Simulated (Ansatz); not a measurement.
# The cluster GaP₂: geometry, orbitals and charge

Aim: characterise the cluster GaP₂ as a doublet: its structure, frontier levels and distribution of charge and spin.

Program: Ansatz 0.2.0, Gaussian basis. Level of theory: UKS PBE0-D4/def2-TZVP. These are calculated values, not measurements.

The runs, in order: relaxation at PBE0-D4/def2-TZVP; a single point at PBE0-D4/def2-TZVP.

1 further run of the same task is left out (set aside as unsound or not needed). Runs told in other sessions of the task aren't counted.

### 1 Starting geometry

3 atoms, charge 0, spin multiplicity 2.

Atoms are counted from 1 here; the program's logs count them from 0.

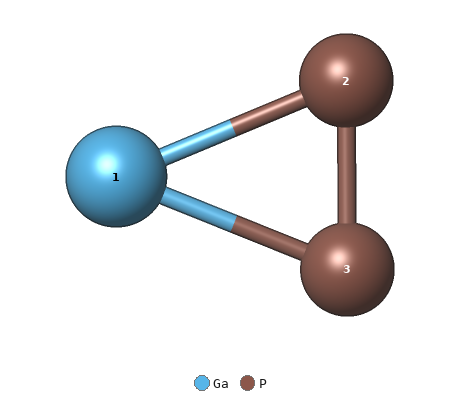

The starting geometry (gallium blue, phosphorus brown); atoms are numbered from 1 in the order of the file.

The start is a GFN1-xTB geometry.

### 2 Relaxation at PBE0-D4/def2-TZVP

in.yaml reads:

```yaml
crystal:
  periodic: [false, false, false]
  atoms:
    - {symbol: Ga, position_ang: [-1.295700, 0.809460, 0.533950]}
    - {symbol: P, position_ang: [1.216090, 0.066310, 0.399640]}
    - {symbol: P, position_ang: [0.079610, -0.875770, -0.933590]}
basis:
  gaussian: {orbitals: def2-TZVP}
magnetization: {spin_polarized: true, initial_magnetization: 1}
hamiltonian: {xc: pbe0, dispersion: d4}
scf: {lower_state_search: "off"}
output: {orbitals: {seedname: orbitals}}
relax: {f_tol: 0.02, max_steps: 100}
```

On the command line:

```console
ansatz run in.yaml --threads 4 --pin off --events-out ev --progress --plain --max-ram 3916MiB
```

What it wrote, cut to the lines that bear on the results:

```text
Functional definition: PBE0
  name "PBE0"
  cite "Adamo & Barone, J. Chem. Phys. 110, 6158 (1999) doi:10.1063/1.478522"
  cite "Perdew, Burke & Ernzerhof, Phys. Rev. Lett. 77, 3865 (1996) doi:10.1103/PhysRevLett.77.3865"
  parent pbe
[...]
977 factors; their error is unknown
[...]
mean field -70941.82016222 eV, -2607.0638048688 hartree, gradient 6.0e-6 eV, S^2 0.757464; 0 other end points of the search recorded, 0 dependent functions left out
[...]
reference -70941.82018502 eV, -2607.0638057065 hartree; 31, 30 occupied and 91, 92 virtual orbitals, 977 factors
relax step   1: F+E_penalty+E_count = -70941.92558597 eV  Δ(F+E_penalty+E_count) = +0.000e0 eV  max|allowed force component| = 5.412e-1 eV/Å  Δτ_max = 0.0000 Å  (19 SCF iters, accepted)
[...]
relax step   2: F+E_penalty+E_count = -70941.93657935 eV  Δ(F+E_penalty+E_count) = -1.099e-2 eV  max|allowed force component| = 1.459e-1 eV/Å  Δτ_max = 0.0182 Å  (24 SCF iters, accepted)
[...]
relax step   3: F+E_penalty+E_count = -70941.93738113 eV  Δ(F+E_penalty+E_count) = -8.018e-4 eV  max|allowed force component| = 1.000e-3 eV/Å  Δτ_max = 0.0038 Å  (24 SCF iters, accepted)
Total energy: -70941.93740391 eV, -2607.0681134214 hartree
Atom 0 at    -1.292422     0.807226     0.532396 Å, force     0.000331    -0.000454    -0.000406 eV/Å
Atom 1 at     1.206461     0.060489     0.390700 Å, force     0.000670     0.000490     0.000715 eV/Å
Atom 2 at     0.085961    -0.867715    -0.923096 Å, force    -0.001000    -0.000036    -0.000309 eV/Å
Dipole moment:    -0.167547     0.104682     0.069057 e Å
Checks for a lower state left out: stability, starts, cluster_reference, orbital_swaps, neighbouring_geometries, increment
```

Run time: 6 s. Hardware: 4 threads of Arm Neoverse V1, shared host.

Step by step:

```
step  energy from step 1 (eV)  largest force component (eV/Å)
   1                   0.0000                          0.5412
   2                  -0.0110                          0.1459
   3                  -0.0118                          0.0010
```

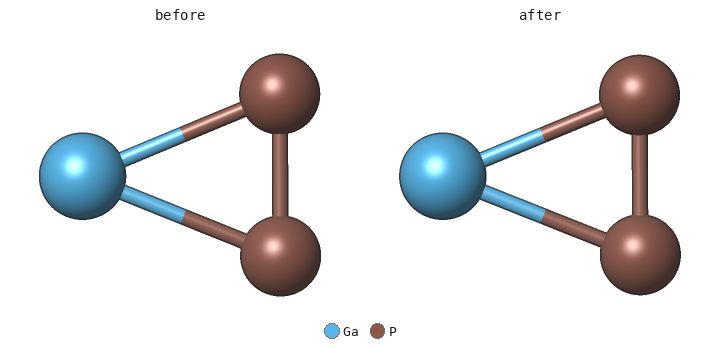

Before and after, at one scale.

Close pairs (by a distance rule), those that changed most:

```
  bond  before (Å)  after (Å)  change (Å)
 P2–P3       1.989      1.960      -0.029
Ga1–P3       2.624      2.612      -0.012
Ga1–P2       2.623      2.612      -0.011
```

Bonds by kind at the end (by distance):

```
bond  count  shortest (Å)  longest (Å)
Ga–P      2         2.612        2.612
 P–P      1         1.960        1.960
```

### 3 Single point, PBE0-D4/def2-TZVP

start.molden holds the orbitals of an earlier run on this state, given as this run's starting guess.

in.yaml reads:

```yaml
crystal:
  periodic: [false, false, false]
  atoms:
    - {symbol: Ga, position_ang: [-1.292422, 0.807226, 0.532396]}
    - {symbol: P, position_ang: [1.206461, 0.060489, 0.390700]}
    - {symbol: P, position_ang: [0.085961, -0.867715, -0.923096]}
basis:
  gaussian: {orbitals: def2-TZVP, initial_orbitals: start.molden}
magnetization: {spin_polarized: true, initial_magnetization: 1}
hamiltonian: {xc: pbe0, dispersion: d4}
output: {orbitals: {seedname: orbitals}}
```

Launched as before.

What it wrote:

```text
Functional definition: PBE0
  name "PBE0"
  cite "Adamo & Barone, J. Chem. Phys. 110, 6158 (1999) doi:10.1063/1.478522"
  cite "Perdew, Burke & Ernzerhof, Phys. Rev. Lett. 77, 3865 (1996) doi:10.1103/PhysRevLett.77.3865"
  parent pbe
  parameter a = 0.25
  parameter kappa = 0.804
  parameter beta = 0.06672455060314922
  exchange = (1 - a)*pbe_x(kappa = kappa, mu = beta*pi^2/3) + a*exact_x
  correlation = pbe_c(beta = beta)
977 factors; their error is unknown
mean field evaluation 1: about -70941.6236 eV, gradient 8.1e-2 eV
mean field evaluation 2: about -70941.8320 eV, gradient 2.0e-2 eV
mean field evaluation 4: about -70941.8320 eV, gradient 1.5e-5 eV
mean field evaluation 8: about -70941.6171 eV, gradient 1.1e0 eV
mean field evaluation 16: about -70941.8320 eV, gradient 1.3e-3 eV
mean field -70941.83198924 eV, -2607.0642395039 hartree, gradient 1.5e-5 eV, S^2 0.757287; 5 other end points of the search recorded, 0 dependent functions left out
reference -70941.83201202 eV, -2607.0642403408 hartree; 31, 30 occupied and 91, 92 virtual orbitals, 977 factors
Total energy: -70941.93740391 eV, -2607.0681134213 hartree
```

Wall time 3.4 s (4 threads of Arm Neoverse V1, shared host).

Report: HOMO -5.75 eV, LUMO -3.24 eV (over both spins); ⟨S²⟩ 0.757 (pure: 0.75).

Mulliken charges, from this run's orbitals:

```
atom  value (e)
 Ga1       0.22
  P2      -0.11
  P3      -0.11
```

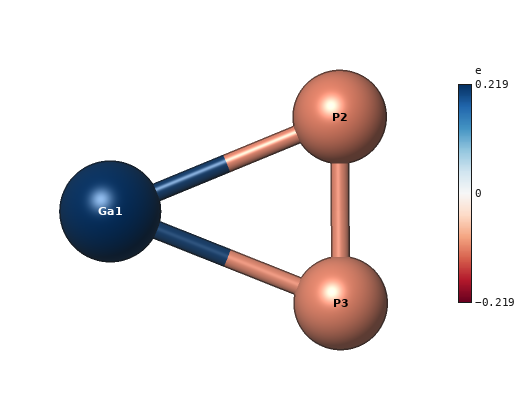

Mulliken charges, from this run's orbitals, as colours on the atoms.

Mulliken spin populations:

```
atom  value (e)
 Ga1       0.25
  P2       0.37
  P3       0.37
```

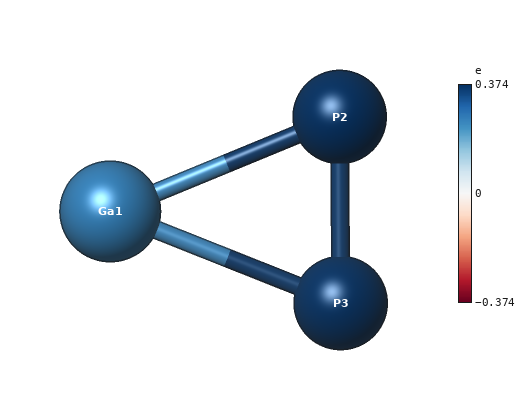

Mulliken spin populations, as colours on the atoms.

Largest Mayer bond orders: P2–P3 2.28; Ga1–P2 0.61; Ga1–P3 0.61.

The fields below are evaluated on a grid from the run's orbitals.

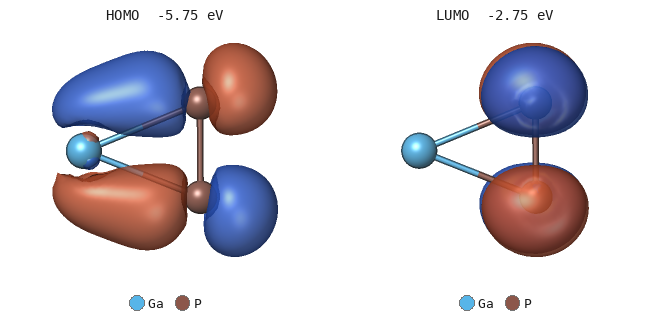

Frontier orbitals at PBE0-D4/def2-TZVP (alpha spin); each surface holds 70 % of the orbital's density, blue and red mark the sign.

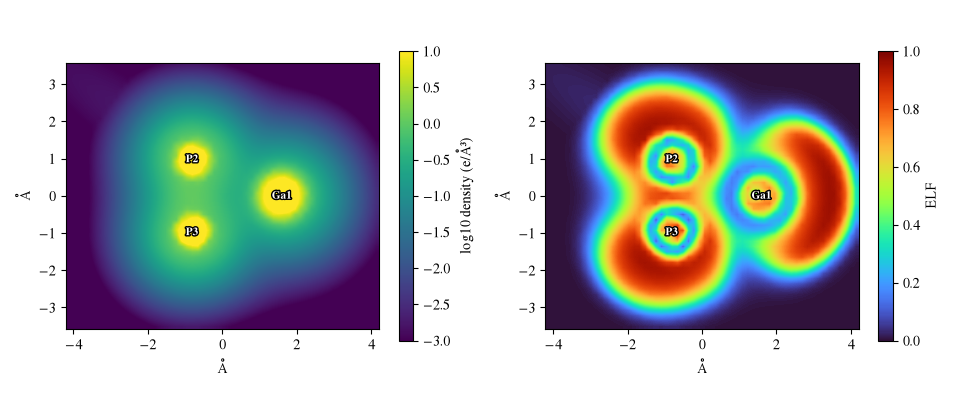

Density (left) and ELF (right) in a plane through or near 3 of the atoms.

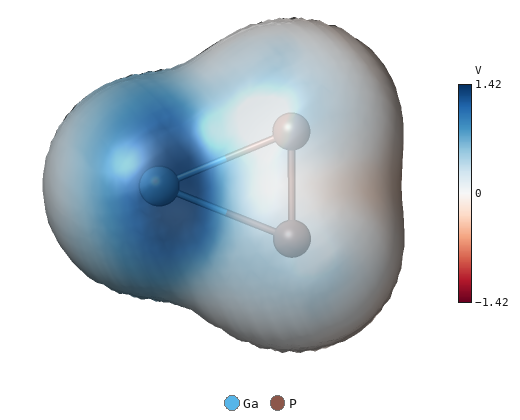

The potential that a unit positive charge feels on the 0.002 e/bohr³ surface, from -0.24 V near P2 to 1.42 V near Ga1.

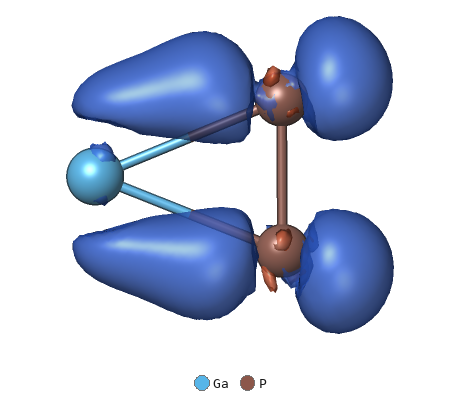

Spin density at ±0.03 e/Å³ (alpha excess blue, beta excess red).

### 4 Outcome

```
                                         quantity                           value
                                      point group                             C2v
                                   commonest bond  Ga–P, 2 of mean length 2.612 Å
HOMO, LUMO at PBE0-D4/def2-TZVP (over both spins)                 -5.75, -3.24 eV
                                             ⟨S²⟩                           0.757
                      dipole at PBE0-D4/def2-TZVP                          1.01 D
```

**Reading.** The molecule keeps its bonding pattern by the stored test; the atoms moved 0.01 Å (rms). No usable vibrations, so a minimum isn't proven. The alpha HOMO lies nearest to P2, P3 about 36 % each; Ga1 28 % and the alpha LUMO to P2, P3 about 49 % each (shares on a coarse grid); over both spins the LUMO of beta spin, not drawn, take the frontier's place. Whether this spin is the lowest isn't tested here.
